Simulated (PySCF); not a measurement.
## Electronic structure of CH4ClFSi (Chloromethylfluorosilane) in real space

Input file:

```
{"job": {"kind": "nmr", "xc": "PBE0", "basis": "pcSseg-2"}, "charge": 0, "multiplicity": 1}
F      1.797411    -1.098304    -0.434877
Si     0.902243     0.096035     0.148937
C     -0.895960    -0.243017    -0.243165
Cl    -1.780033     1.153297     0.442862
H      1.090311     0.145427     1.615404
H      1.324328     1.356219    -0.500647
H     -1.108058    -0.282760    -1.311104
H     -1.279245    -1.146810     0.229540
```

Command:

```sh
OMP_NUM_THREADS=1 python probes_run.py task.json out
```

Geometry: PBE0-D3(BJ)/def2-TZVP.

These are results of PBE0/pcSseg-2, SCF density, gas phase, non-relativistic (PySCF), not measurements.

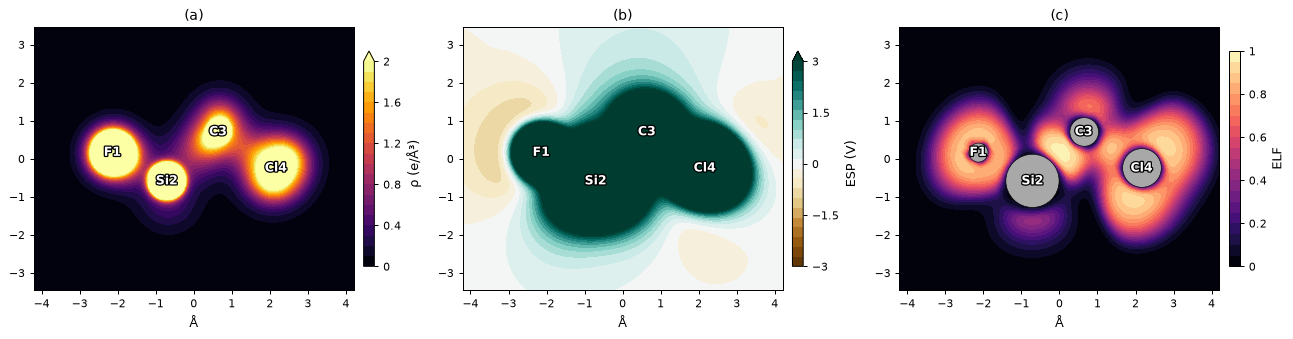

Figure 1. (a) electron density; (b) molecular electrostatic potential; (c) electron localisation function on the plane of atoms Si2, C3 and Cl4. Grey discs cover the atomic cores in the ELF map.

### What do the fields say about this system?

- The plane passes through F, Si, C and Cl nuclei.
- Si–F (1.60 Å): the density is about 1.2 e/Å³ at the midpoint; the ELF peaks at about 0.85 in the valence shell of F, 0.6 Å from its nucleus, and is about 0.55 at the midpoint.
- C–Cl (1.79 Å): ρ at the midpoint is about 1.3 e/Å³; the ELF peaks at about 0.85 between the atoms: localised, covalent bonding.
- C–Si (1.87 Å): the density is about 1 e/Å³ at the midpoint; the ELF peaks at about 0.95 between the atoms; a covalent bond.
- The ELF also peaks beside Cl4 and F1, away from the bonds: lone-pair regions.
- Outside the dense part of the molecule the potential is most negative (−0.9 V) near F1.

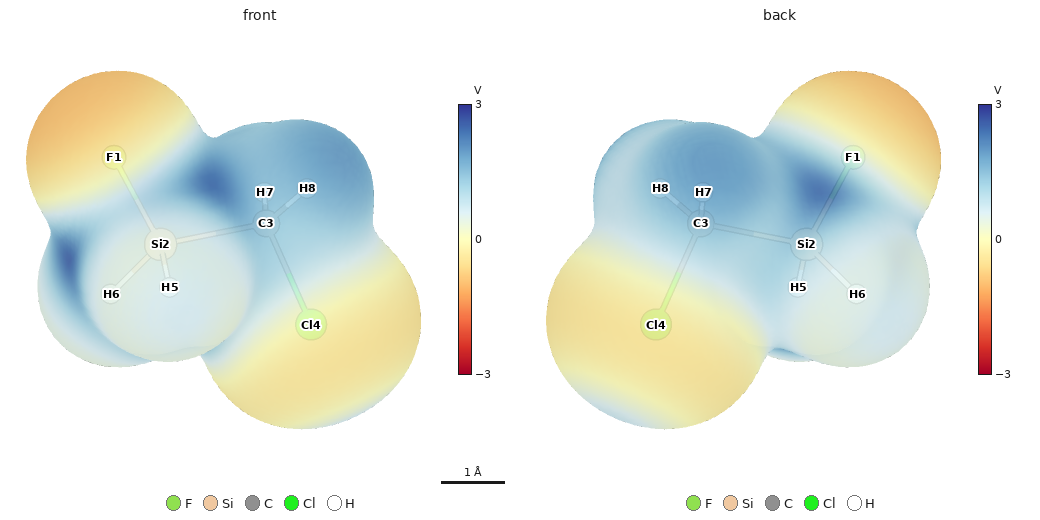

Figure 2. The molecular electrostatic potential painted on the density surface at 0.004 e/bohr³, seen from the front and from behind; red is negative and blue positive.

### Which sites attract a positive test charge, and which a negative one?

A positive charge is drawn to the negative regions and a negative charge to the positive ones. The most negative region (about −0.9 V) lies over F1, the most positive (about +2.4 V) over Si2. Cl4 shows a σ-hole: about +0.7 V at the tip opposite its bond, against about −0.2 V on its flanks.

### What dipole moment does the calculation give?

Its dipole moment is 0.64 D.
